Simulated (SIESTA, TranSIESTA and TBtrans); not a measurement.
System: Pt chain with a Cl atom beside one bond. Leads: straight Pt chain, spacing 2.4 Å. Geometry: 3 atoms about the centre moved by SIESTA (PBE, DZP) to a largest force of 0.03 eV/Å, all others as built.

Computed with TranSIESTA and TBtrans, PBE, DZP numerical orbitals (energy shift 0.15 eV), PseudoDojo norm-conserving scalar-relativistic potentials, mesh cutoff 200 Ry, 300 K, spin-polarised (collinear), no spin-orbit coupling; self-consistent non-equilibrium Green functions.

Energies count from the leads' Fermi level. Transmissions are for each spin. The energy step is 0.01 eV; narrower resonances are cut or missed.

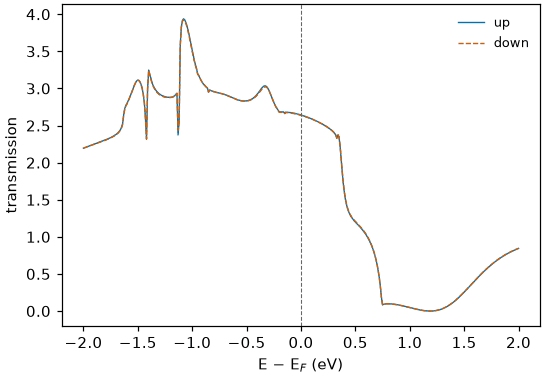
Figure. Transmission against energy

| E (eV) | T up | T down | lead channels up | down |
|---|---|---|---|---|
| -2.00 | 2.19 | 2.20 | 3 | 3 |
| -1.80 | 2.30 | 2.30 | 3 | 3 |
| -1.60 | 2.80 | 2.79 | 4 | 4 |
| -1.40 | 3.25 | 3.24 | 4 | 4 |
| -1.20 | 2.88 | 2.88 | 4 | 4 |
| -1.00 | 3.51 | 3.50 | band edge | band edge |
| -0.80 | 2.96 | 2.96 | 6 | 6 |
| -0.60 | 2.86 | 2.86 | 6 | 6 |
| -0.40 | 2.93 | 2.92 | 6 | 6 |
| -0.20 | 2.68 | 2.68 | 4 | 4 |
| 0.00 | 2.64 | 2.64 | 4 | 4 |
| 0.20 | 2.52 | 2.52 | 4 | 4 |
| 0.40 | 1.59 | 1.59 | 3 | 3 |
| 0.60 | 1.02 | 1.03 | 3 | 3 |
| 0.80 | 0.098 | 0.098 | 1 | 1 |
| 1.00 | 0.047 | 0.047 | 1 | 1 |
| 1.20 | 0.00034 | 0.00037 | 1 | 1 |
| 1.40 | 0.12 | 0.12 | 1 | 1 |
| 1.60 | 0.41 | 0.41 | 1 | 1 |
| 1.80 | 0.68 | 0.68 | 1 | 1 |
| 2.00 | 0.84 | 0.85 | 1 | 1 |

A magnetic start was tried, and the separate lead runs end without a moment. The straight chain is held at its spacing; free chains may zigzag or dimerise. Spin-orbit coupling, left out here, matters for the heavy atoms.
